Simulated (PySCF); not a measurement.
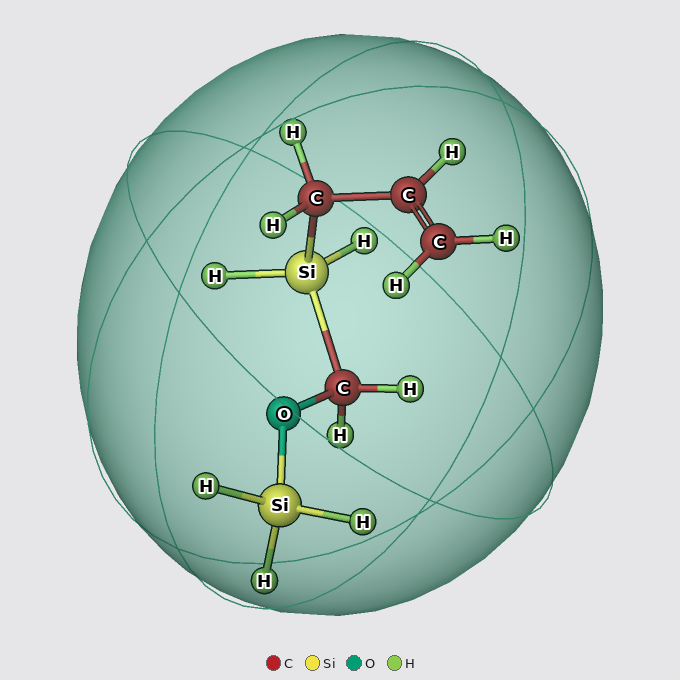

The ellipsoid shows the static dipole polarisability: its half-axes are proportional to the principal values. The computed structure is the end point of a GFN2-xTB optimisation. No frequency run is at hand to confirm it as a minimum. Level of theory: PBE0/def2-SVPD (PySCF 2.14.0).

**How large and how anisotropic is the polarisability?**

Principal values 90.8, 108.0, 116.8 bohr³; mean 105.2 bohr³ (15.59 Å³); anisotropy 22.9 bohr³, so the longest axis is 1.29 times the shortest.

The geometry is semi-empirical. Around Si such bond lengths and angles can be off by a tenth of an ångström or more and by several degrees, and values that hang on the shape move with them.
